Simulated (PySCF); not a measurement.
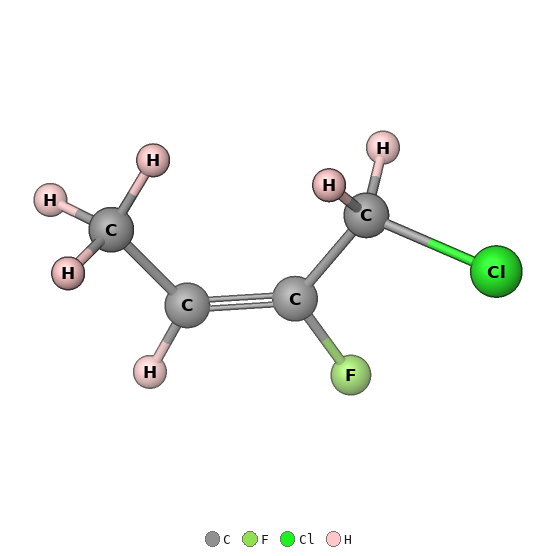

Orthographic view. Depth is shown by fading: the farther an atom, the more it takes the colour of the background. Geometry: a distorted geometry made from a computed GFN2-xTB structure, not a minimum.

Write the InChI string.

InChI=1S/C4H6ClF/c1-2-4(6)3-5/h2H,3H2,1H3/b4-2+
